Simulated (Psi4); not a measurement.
# doublet GaF+ at 3 levels

Aim: a comparison of 3 runs (UHF/def2-TZVPPD, UMP2/def2-TZVPPD, UCCSD/def2-TZVPPD) of doublet GaF+. 

The calculation is run with Psi4 1.11.

**1. Starting point**

GaF+ has 2 atoms, charge +1, and is taken as a doublet. As SMILES of the parent species, `[F][Ga]`. Geometry: relaxed at PBE0-D4/def2-TZVP. That shape belongs to the parent species and isn't relaxed for this state.

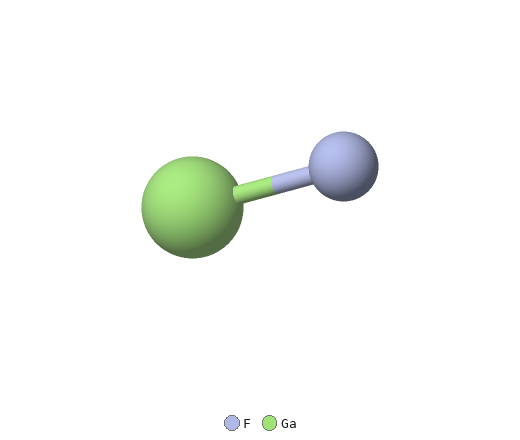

Viewed from a chosen angle; fluorine light blue, gallium green.

**2. Energy and forces at UHF/def2-TZVPPD (run 1)**

Contents of fga.py:

```python
import psi4

psi4.set_memory(2200000000)
psi4.set_num_threads(1)
psi4.set_output_file('run.log', False)

m = psi4.geometry("""
1 2
F      0.000000     0.000000     0.006300
Ga     0.000000     0.000000     1.792850
symmetry c1
""")

psi4.set_options({
    'basis': 'def2-TZVPPD',
    'reference': 'uhf',
    'puream': True,
    'e_convergence': 1e-09,
    'd_convergence': 1e-08,
    'scf_type': 'pk',
    'maxiter': 100,
})

e_tot = psi4.gradient('scf')
print('gradient / Eh bohr^-1')
print(e_tot.np.round(6))
for k, v in sorted(psi4.core.scalar_variables().items()):
    print(f'{k:45s} {v:18.10f}')
```

Launch:

```console
python fga.py
```

run.log:

```text
[...]
  Running in c1 symmetry.
[...]
  Nuclear repulsion =   82.639971888237099
[...]
  Multiplicity = 2
[...]
  Nalpha       = 20
  Nbeta        = 19
[...]
    Number of basis functions: 94
[...]
   @UHF iter   1: -2021.27582914579193   -3.36005e+00   2.92209e-02 ADIIS/DIIS
[...]
   @UHF iter  14: -2022.44671298902472   -6.59384e-12   4.39277e-09 DIIS
[...]
   @S^2 Observed:                7.628664601E-01
[...]
    Orbital Energies [Eh]
    ---------------------
    Alpha Occupied:
       1A   -379.189121     2A    -48.534963     3A    -42.861857
       4A    -42.861857     5A    -42.859580     6A    -26.510113
       7A     -6.766157     8A     -4.856114     9A     -4.856114
      10A     -4.849796    11A     -1.785162    12A     -1.568702
      13A     -1.568702    14A     -1.561620    15A     -1.561620
      16A     -1.553714    17A     -0.928513    18A     -0.852008
      19A     -0.852008    20A     -0.723064
    Alpha Virtual:
      21A     -0.223100    22A     -0.223100    23A     -0.127971
      24A     -0.095598    25A     -0.043139    26A     -0.043139
[...]
  @UHF Final Energy: -2022.44671298902472
   => Energetics <=
    Nuclear Repulsion Energy =             82.6399718882370991
    One-Electron Energy =               -2976.9015617871400536
    Two-Electron Energy =                 871.8148769098779667
    Total Energy =                      -2022.4467129890249453
  UHF NO Occupations:
  HONO-2 :   18  A 1.9998432
  HONO-1 :   19  A 1.9940719
[...]
 Multipole Moments:
 ------------------------------------------------------------------------------------
     Multipole            Electronic (a.u.)      Nuclear  (a.u.)        Total (a.u.)
 ------------------------------------------------------------------------------------
 L = 1.  Multiply by 2.5417464519 to convert [e a0] to [Debye]
 Dipole X            :          0.0000000            0.0000000            0.0000000
 Dipole Y            :         -0.0000000            0.0000000           -0.0000000
 Dipole Z            :          3.0486050           -1.2049111            1.8436939
 Magnitude           :                                                    1.8436939
[...]
  -Total Gradient:
     Atom            X                  Y                   Z
    ------   -----------------  -----------------  -----------------
       1        0.000000000000    -0.000000000000    -0.055489036284
       2       -0.000000000000     0.000000000000     0.055489036269
[...]
```

On the terminal:

```text
gradient / Eh bohr^-1
[[ 0.       -0.       -0.055489]
 [-0.        0.        0.055489]]
CURRENT ENERGY                                  -2022.4467129890
CURRENT REFERENCE ENERGY                        -2022.4467129890
DD SOLVATION ENERGY                                 0.0000000000
HF KINETIC ENERGY                                2022.1557219104
HF POTENTIAL ENERGY                             -4044.6024348994
HF TOTAL ENERGY                                 -2022.4467129890
HF VIRIAL RATIO                                     2.0001439014
NUCLEAR REPULSION ENERGY                           82.6399718882
ONE-ELECTRON ENERGY                             -2976.9015617871
PCM POLARIZATION ENERGY                             0.0000000000
PE ENERGY                                           0.0000000000
SCF ITERATION ENERGY                            -2022.4467129890
SCF ITERATIONS                                     14.0000000000
SCF TOTAL ENERGY                                -2022.4467129890
TWO-ELECTRON ENERGY                               871.8148769099
```

Run time: 21 s. Hardware: 1 thread of Intel Xeon at 2.50GHz (Skylake/Cascade Lake), shared host; peak memory 0.37 GiB.

**3. A single-point energy at UMP2/def2-TZVPPD (run 2)**

Contents of run.py:

```python
import psi4

psi4.set_memory(2200000000)
psi4.set_num_threads(1)
psi4.set_output_file('fga.out', False)

geom = psi4.geometry("""
1 2
F      0.000000     0.000000     0.006300
Ga     0.000000     0.000000     1.792850
symmetry c1
no_reorient
no_com
""")

options = {'reference': 'uhf', 'puream': True, 'e_convergence': 1e-09, 'd_convergence': 1e-08, 'scf_type': 'pk', 'num_frozen_docc': 10, 'mp2_type': 'conv', 'maxiter': 100}
psi4.set_options(options)

E = psi4.energy('mp2/def2-TZVPPD')
print(f'mp2/def2-TZVPPD energy: {E:.10f} Eh')
```

Launch:

```console
python run.py
```

fga.out:

```text
[...]
  Running in c1 symmetry.
[...]
  Nuclear repulsion =   82.639971888237099
[...]
  Multiplicity = 2
[...]
  Nalpha       = 20
  Nbeta        = 19
[...]
    Number of basis functions: 94
[...]
   @UHF iter   1: -2021.27582914579193   -3.36005e+00   2.92209e-02 ADIIS/DIIS
[...]
   @UHF iter  14: -2022.44671298902313   -5.91172e-12   4.39277e-09 DIIS
[...]
   @S^2 Observed:                7.628664601E-01
[...]
    Orbital Energies [Eh]
    ---------------------
    Alpha Occupied:
       1A   -379.189121     2A    -48.534963     3A    -42.861857
       4A    -42.861857     5A    -42.859580     6A    -26.510113
       7A     -6.766157     8A     -4.856114     9A     -4.856114
      10A     -4.849796    11A     -1.785162    12A     -1.568702
      13A     -1.568702    14A     -1.561620    15A     -1.561620
      16A     -1.553714    17A     -0.928513    18A     -0.852008
      19A     -0.852008    20A     -0.723064
    Alpha Virtual:
      21A     -0.223100    22A     -0.223100    23A     -0.127971
      24A     -0.095598    25A     -0.043139    26A     -0.043139
[...]
  @UHF Final Energy: -2022.44671298902313
   => Energetics <=
    Nuclear Repulsion Energy =             82.6399718882370991
    One-Electron Energy =               -2976.9015617871355062
    Two-Electron Energy =                 871.8148769098751245
    Total Energy =                      -2022.4467129890231263
  UHF NO Occupations:
  HONO-2 :   18  A 1.9998432
  HONO-1 :   19  A 1.9940719
[...]
 Multipole Moments:
 ------------------------------------------------------------------------------------
     Multipole            Electronic (a.u.)      Nuclear  (a.u.)        Total (a.u.)
 ------------------------------------------------------------------------------------
 L = 1.  Multiply by 2.5417464519 to convert [e a0] to [Debye]
 Dipole X            :         -0.0000000            0.0000000           -0.0000000
 Dipole Y            :          0.0000000            0.0000000            0.0000000
 Dipole Z            :       -100.6328156          105.1350075            4.5021919
 Magnitude           :                                                    4.5021919
[...]
	SCS-MP2 Total Energy (a.u.)        : -2022.84717274420359
	SOS-MP2 Total Energy (a.u.)        : -2022.80535077786840
	SCSN-MP2 Total Energy (a.u.)       : -2022.66753297127320
[...]
	SOS-PI-MP2 Total Energy (a.u.)     : -2022.86512374267613
[...]
	MP2 Total Energy (a.u.)            : -2022.87104371206669
[...]
```

On the terminal:

```text
mp2/def2-TZVPPD energy: -2022.8710437121 Eh
```

Wall time 13 s (1 thread of Intel Xeon at 2.50GHz (Skylake/Cascade Lake), shared host); peak memory 0.51 GiB.

**4. The energy at UCCSD/def2-TZVPPD (run 3)**

Contents of fga.json:

```json
{
 "schema_name": "qcschema_input",
 "schema_version": 1,
 "molecule": {
  "schema_name": "qcschema_molecule",
  "schema_version": 2,
  "symbols": ["F", "Ga"],
  "geometry": [0.0, 0.0, 0.01190527, 0.0, 0.0, 3.38799548],
  "molecular_charge": 1,
  "molecular_multiplicity": 2,
  "fix_symmetry": "c1"
 },
 "driver": "energy",
 "model": {
  "method": "ccsd",
  "basis": "def2-TZVPPD"
 },
 "keywords": {
  "reference": "uhf",
  "puream": true,
  "e_convergence": 1e-09,
  "d_convergence": 1e-08,
  "scf_type": "pk",
  "num_frozen_docc": 10,
  "maxiter": 100
 }
}
```

Launch:

```console
psi4 --qcschema fga.json -n 1 --memory 2200MB
```

stdout:

```text
[...]
  Running in c1 symmetry.
[...]
  Nuclear repulsion =   82.639971874448236
[...]
  Multiplicity = 2
[...]
  Nalpha       = 20
  Nbeta        = 19
[...]
    Number of basis functions: 94
[...]
   @UHF iter   1: -2021.27582914580080   -3.36005e+00   2.92209e-02 DIIS/ADIIS
[...]
   @UHF iter  14: -2022.44671298899357   -3.41061e-12   4.39277e-09 DIIS
[...]
   @S^2 Observed:                7.628664601E-01
[...]
    Orbital Energies [Eh]
    ---------------------
    Alpha Occupied:
       1A   -379.189121     2A    -48.534963     3A    -42.861857
       4A    -42.861857     5A    -42.859580     6A    -26.510113
       7A     -6.766157     8A     -4.856114     9A     -4.856114
      10A     -4.849796    11A     -1.785162    12A     -1.568702
      13A     -1.568702    14A     -1.561620    15A     -1.561620
      16A     -1.553714    17A     -0.928513    18A     -0.852008
      19A     -0.852008    20A     -0.723064
    Alpha Virtual:
      21A     -0.223100    22A     -0.223100    23A     -0.127971
      24A     -0.095598    25A     -0.043139    26A     -0.043139
[...]
  @UHF Final Energy: -2022.44671298899357
   => Energetics <=
    Nuclear Repulsion Energy =             82.6399718744482357
    One-Electron Energy =               -2976.9015617595832737
    Two-Electron Energy =                 871.8148768961414135
    Total Energy =                      -2022.4467129889935677
  UHF NO Occupations:
  HONO-2 :   18  A 1.9998432
  HONO-1 :   19  A 1.9940719
[...]
 Multipole Moments:
 ------------------------------------------------------------------------------------
     Multipole            Electronic (a.u.)      Nuclear  (a.u.)        Total (a.u.)
 ------------------------------------------------------------------------------------
 L = 1.  Multiply by 2.5417464519 to convert [e a0] to [Debye]
 Dipole X            :         -0.0000000            0.0000000           -0.0000000
 Dipole Y            :          0.0000000            0.0000000            0.0000000
 Dipole Z            :          3.0486050           -1.2049111            1.8436939
 Magnitude           :                                                    1.8436939
[...]
      * MP2 total energy                      = -2022.871043712048277
[...]
      * CCSD total energy                     = -2022.863610379579541
[...]
```

The result, in JSON:

```text
{
 "driver": "energy",
 "model": {
  "method": "ccsd",
  "basis": "def2-TZVPPD"
 },
 "success": true,
 "return_result": -2022.8636103795795,
 "properties": {
  "calcinfo_nbasis": 94,
  "calcinfo_nmo": 94,
  "calcinfo_nalpha": 20,
  "calcinfo_nbeta": 19,
  "calcinfo_natom": 2,
  "nuclear_repulsion_energy": 82.63997187444824,
  "return_energy": -2022.8636103795795,
  "scf_one_electron_energy": -2976.9015617595833,
  "scf_two_electron_energy": 871.8148768961414,
  "scf_dipole_moment": [-4.578900356607334e-15, 1.0388438406130974e-15, 1.8436939090490574],
  "scf_total_energy": -2022.4467129889936,
  "scf_iterations": 14,
  "mp2_same_spin_correlation_energy": -0.12546589900573635,
  "mp2_opposite_spin_correlation_energy": -0.29886482404221865,
  "mp2_singles_energy": -6.169876670359018e-28,
  "mp2_doubles_energy": -0.424330723047955,
  "mp2_correlation_energy": -0.424330723047955,
  "mp2_total_energy": -2022.8710437120483,
  "ccsd_same_spin_correlation_energy": -0.11130588094295904,
  "ccsd_opposite_spin_correlation_energy": -0.30559150963619147,
  "ccsd_singles_energy": -1.0092522591841624e-16,
  "ccsd_doubles_energy": -0.41689739057915054,
  "ccsd_correlation_energy": -0.41689739057915065,
  "ccsd_total_energy": -2022.8636103795795,
  "ccsd_iterations": 20
 }
}
```

Wall time 2.2 min (1 thread of Intel Xeon at 2.50GHz (Skylake/Cascade Lake), shared host); peak memory 0.72 GiB.

**5. The series**

| run | level | task | frozen core orbitals | energy (Eh) | HOMO energy (eV) | LUMO energy (eV) | ⟨S²⟩ | wall time |
| --- | --- | --- | --- | --- | --- | --- | --- | --- |
| 1 | UHF/def2-TZVPPD | gradient | 0 | -2022.446713 | -19.68 | -8.82 | 0.763 | 21 s |
| 2 | UMP2/def2-TZVPPD | energy | 10 | -2022.871044 | -19.68 | -8.82 | 0.763 | 13 s |
| 3 | UCCSD/def2-TZVPPD | energy | 10 | -2022.863610 | -19.68 | -8.82 | 0.763 | 2.2 min |

**6. What came out**

| quantity | value |
| --- | --- |
| run 3: total energy | -2022.86361 Eh |
| run 3: HOMO energy (Hartree–Fock orbitals) (highest over α and β) | -19.68 eV |
| run 3: LUMO energy (Hartree–Fock orbitals) (lowest over α and β) | -8.82 eV |
| run 3: correlation energy (10 core orbitals frozen) | -416.9 mEh |
| run 3: ⟨S²⟩ of the reference determinant | 0.763 |
| run 3: T1 diagnostic | 0.028 |

What this shows: Below the UHF energy at the same shape and in the same basis (def2-TZVPPD): UMP2 -424.3 mEh; UCCSD -416.9 mEh. All runs together took 2.8 min, the longest 2.2 min.
